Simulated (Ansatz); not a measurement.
# Si2H4F2 (SMILES F[SiH2][SiH2]F): PBE0/6-31G(d) (spherical functions)

What is the energy change on altering one bond length of Si2H4F2 at PBE0/6-31G* (spherical functions)? 

Program for the calculation: Ansatz 0.2.0.

56 further runs of the same task are left out: 56 set aside as unsound or not needed.

### 1 The molecule

Si2H4F2 has 8 atoms, charge 0, and is taken as a singlet. SMILES: `F[SiH2][SiH2]F`. Geometry: relaxed at PBE0-D4/def2-TZVP. This is one conformer, not always the lowest.

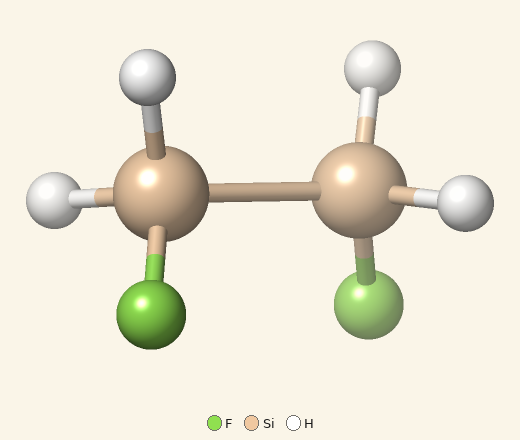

Viewed from a chosen angle; fluorine green, silicon light orange, hydrogen white.

### 2 The energy at PBE0/6-31G(d) (spherical functions)

The input, run.yaml:

```yaml
crystal:
  periodic: [false, false, false]
  atoms:
    - symbol: F
      position_ang: [-1.934800, 1.205800, -0.274500]
    - symbol: Si
      position_ang: [-0.357800, 1.128100, 0.012400]
    - symbol: Si
      position_ang: [0.358600, -1.109600, 0.044100]
    - symbol: F
      position_ang: [0.281000, -1.742000, -1.428800]
    - symbol: H
      position_ang: [0.340100, 1.914200, -1.037000]
    - symbol: H
      position_ang: [-0.099800, 1.743700, 1.341600]
    - symbol: H
      position_ang: [1.774800, -1.164000, 0.495400]
    - symbol: H
      position_ang: [-0.477100, -1.941900, 0.946800]
basis:
  gaussian:
    orbitals: 6-31G_st_-spherical.json
hamiltonian:
  xc: pbe0
accuracy: high
output: {orbitals: {seedname: orbitals}}
```

The basis set 6-31G* is read from a file made from the Basis Set Exchange's data (not shown).

Command:

```bash
ansatz run run.yaml --threads 1 --pin off --max-ram 3480MiB --events-out events.jsonl --progress --plain --runs-dir runs
```

The log of the run:

```text
Warning: RAYON_NUM_THREADS=1 ignored (pool sized by the plan → 1); use --threads N
Functional definition: PBE0
  name "PBE0"
  parameter a = 0.25
  parameter kappa = 0.804
  parameter beta = 0.06672455060314922
  exchange = (1 - a)*pbe_x(kappa = kappa, mu = beta*pi^2/3) + a*exact_x
  correlation = pbe_c(beta = beta)
1574 factors; integrals over basis functions are off by at most 4.2e-9 eV
mean field evaluation 1: about -21241.4030 eV, gradient 3.7e1 eV
mean field evaluation 2: about -21238.7100 eV, gradient 5.7e1 eV
mean field evaluation 4: about -21243.4191 eV, gradient 3.7e-1 eV
mean field evaluation 8: about -21243.6281 eV, gradient 4.4e-2 eV
mean field evaluation 16: about -21243.6281 eV, gradient 9.6e-7 eV
mean field -21243.62810814 eV, -780.6889335258 hartree, gradient 5.8e-8 eV, S^2 0.000000; 0 other end points of the search recorded, 0 dependent functions left out
reference -21243.62811118 eV, -780.6889336375 hartree; 25, 25 occupied and 47, 47 virtual orbitals, 1574 factors
Total energy: -21243.62811118 eV, -780.6889336375 hartree
```

Wall time 6.9 s (1 thread of Arm Neoverse V2, shared host); peak memory 0.23 GiB.

### 3 The distorted shape, same level

The input, molecule.yaml:

```yaml
crystal:
  periodic: [false, false, false]
  atoms:
    - {symbol: F, position_ang: [-1.809470, 1.330620, -0.409878]}
    - {symbol: Si, position_ang: [-0.232470, 1.252920, -0.122978]}
    - {symbol: Si, position_ang: [0.483930, -0.984780, -0.091278]}
    - {symbol: F, position_ang: [0.406330, -1.617180, -1.564178]}
    - {symbol: H, position_ang: [0.465430, 2.039020, -1.172378]}
    - {symbol: H, position_ang: [0.025530, 1.868520, 1.206222]}
    - {symbol: H, position_ang: [1.900130, -1.039180, 0.360022]}
    - {symbol: H, position_ang: [-0.477100, -1.941900, 0.946800]}
basis:
  gaussian:
    orbitals: 6-31G_st_-spherical.json
hamiltonian:
  xc: {name: PBE0}
accuracy: high
output: {orbitals: {seedname: orbitals}}
```

The basis set 6-31G* is read from a file made from the Basis Set Exchange's data (not shown).

Command:

```bash
ansatz run molecule.yaml --threads 1 --pin off --max-ram 3480MiB --events-out events.jsonl --progress --plain --runs-dir runs
```

The log of the run:

```text
Warning: RAYON_NUM_THREADS=1 ignored (pool sized by the plan → 1); use --threads N
Functional definition: PBE0
  name "PBE0"
  parameter a = 0.25
  parameter kappa = 0.804
  parameter beta = 0.06672455060314922
  exchange = (1 - a)*pbe_x(kappa = kappa, mu = beta*pi^2/3) + a*exact_x
  correlation = pbe_c(beta = beta)
1575 factors; integrals over basis functions are off by at most 9.1e-9 eV
mean field evaluation 1: about -21241.0764 eV, gradient 3.7e1 eV
mean field evaluation 2: about -21238.2281 eV, gradient 5.8e1 eV
mean field evaluation 4: about -21243.1059 eV, gradient 4.7e-1 eV
mean field evaluation 8: about -21243.3058 eV, gradient 2.2e-1 eV
mean field evaluation 16: about -21243.3059 eV, gradient 4.6e-6 eV
mean field -21243.30587054 eV, -780.6770915124 hartree, gradient 4.6e-8 eV, S^2 0.000000; 0 other end points of the search recorded, 0 dependent functions left out
reference -21243.30587354 eV, -780.6770916228 hartree; 25, 25 occupied and 47, 47 virtual orbitals, 1575 factors
Total energy: -21243.30587354 eV, -780.6770916228 hartree
```

Run time: 6.6 s. Hardware: 1 thread of Arm Neoverse V2, shared host; peak memory 0.23 GiB.

### 4 Outcome

At PBE0/6-31G* (spherical functions):

```
                                                          quantity          value
                                         first shape: total energy  -780.68893 Eh
                                          first shape: HOMO energy       -8.27 eV
                                          first shape: LUMO energy       -0.57 eV
                                        first shape: HOMO–LUMO gap        7.70 eV
                                     distorted shape: total energy  -780.67709 Eh
                                      distorted shape: HOMO energy       -8.29 eV
                                      distorted shape: LUMO energy       -0.65 eV
                                    distorted shape: HOMO–LUMO gap        7.65 eV
energy change with the Si3–H8 bond stretched from 1.485 to 1.708 Å       0.322 eV
```

In words: With the Si3–H8 bond stretched from 1.485 to 1.708 Å the energy rises by 0.32 eV (31.1 kJ/mol). The first shape isn't relaxed at this level, so the change isn't measured from a minimum.
